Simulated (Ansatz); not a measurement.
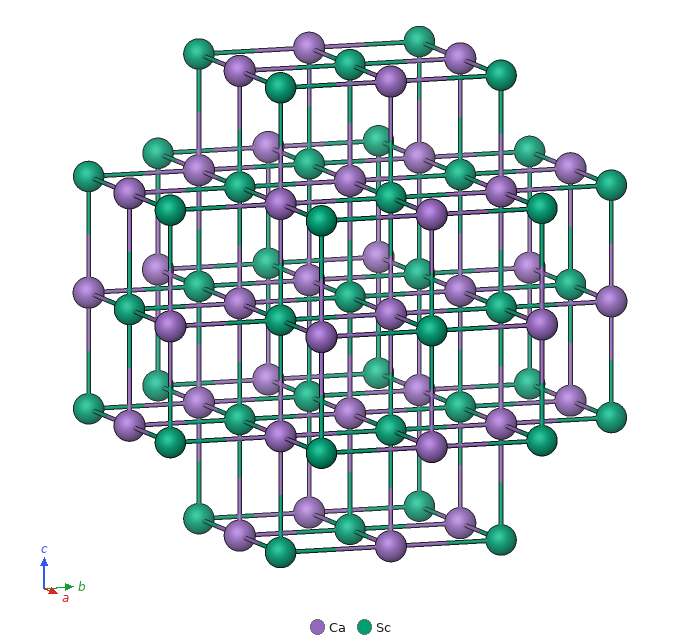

The compound is CaSc (space group Fm-3m, No. 225), taken as the geometry relaxed with DFT PBE, scalar-relativistic, plane waves, PAW in Ansatz; the starting structure was generated, so it need not be a known form of this composition.

Bonds are taken as Ca–Sc below 3.6 Å. Simplification: prune 0- and 1-connected atoms, fold 2-connected ones into links.

> What kind of net remains, and which atoms are its nodes?

A uninodal 6-connected, three-periodic net: Ca and Sc are 6-connected nodes.

> Does the net have a name?

It is the pcu net, known from NaCl, ReO3 and the B-X framework of perovskite.

> Is the net interpenetrated?

It is a single net, without interpenetration.

> How many nodes does the smallest cycle have?

Four.

The simplified net, drawn on the atoms' positions. Nodes are coloured by element. Edges to nodes outside the piece are drawn as stubs.

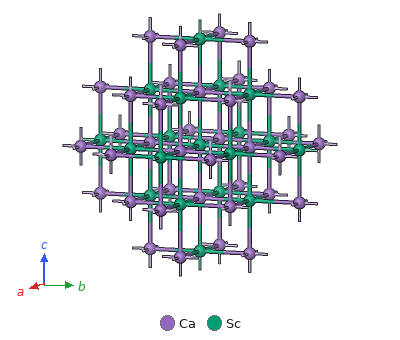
